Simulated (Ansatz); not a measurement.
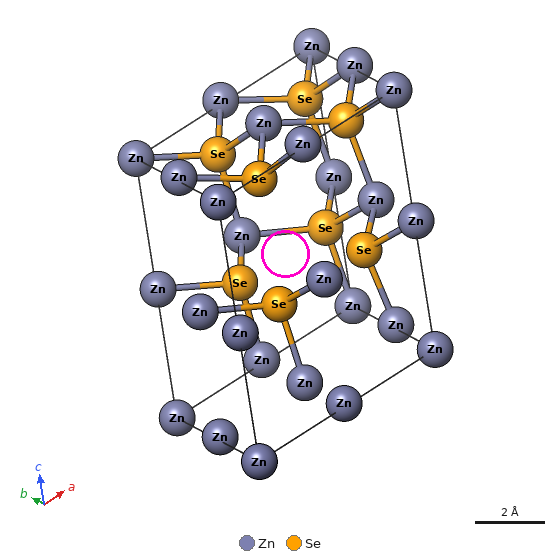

Drawn in the ball-and-stick manner and seen slightly off an axis. The supercell is drawn as a box. The host is ZnSe, in a cell of 16 sites, and the cell carries a charge of -1. A ring marks the defect's site.

**Describe the defect.**

A zinc vacancy. Around the empty site lie four Se at about 2.4 Å.

Run with DFT PBE, scalar-relativistic, plane waves, PAW in Ansatz and these settings: E_cut = 420 eV, a 2×2×2 sampling of the Brillouin zone, Gaussian smearing of 0.01 eV, collinear spins.

**Is the defect magnetic?**

Yes, 0.2 μB in the cell.

The atoms were relaxed in the host's cell with DFT PBE, scalar-relativistic, plane waves, PAW (Ansatz).
